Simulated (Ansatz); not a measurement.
Breaking the Se1–Cl3 bond in ClHSe (SMILES Cl[SeH]) (multiplicity 1 held, fragments rigid). Energies count from the point at 2.190 Å.
Geometry at that point (charge 0, multiplicity 1):
```xyz
3

Se     0.51848    -0.15738     0.46539
H      1.50588    -0.35829    -0.61175
Cl    -1.12553     0.33584    -0.89480
```

R- and RO- levels are restricted; in cc, def2 and unpolarised 6-31G sets they are followed outwards from rest. U- levels take the lowest unrestricted solution at each point, which mixes spins at long bonds. Left out are points that failed, MP2 points in a non-variational dive below the minimum, coupled-cluster points behind a sign of a changed root (a jump of the amplitudes, or a one-step jump against full CI or MRCI), small-basis points behind a change of solution, and semi-empirical points at long bonds. Levels need not reach the same state.

Cores are frozen in the correlated methods. Filled d and f shells under p-block atoms count as core.

Codes used: Ansatz (a first-principles code) with Gaussian orbitals. Values without a source in brackets are computed.

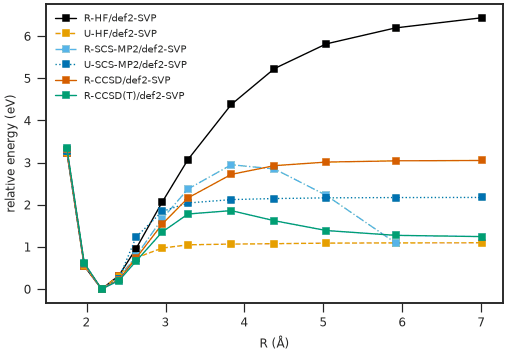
Figure: Relative energy along the coordinate

Read off the U-HF/def2-SVP curve at R = 3.833.

about 1.1 eV

Doubts at one or more of the structures used: a restricted determinant that unrestricted orbitals would lower (R-HF/def2-SVP, R-SCS-MP2/def2-SVP, R-CCSD/def2-SVP, R-CCSD(T)/def2-SVP); a spin-contaminated determinant (U-HF/def2-SVP, U-SCS-MP2/def2-SVP); other coupled-cluster roots lie near (R-CCSD/def2-SVP, R-CCSD(T)/def2-SVP); T1 above 0.05 (R-CCSD/def2-SVP, R-CCSD(T)/def2-SVP).
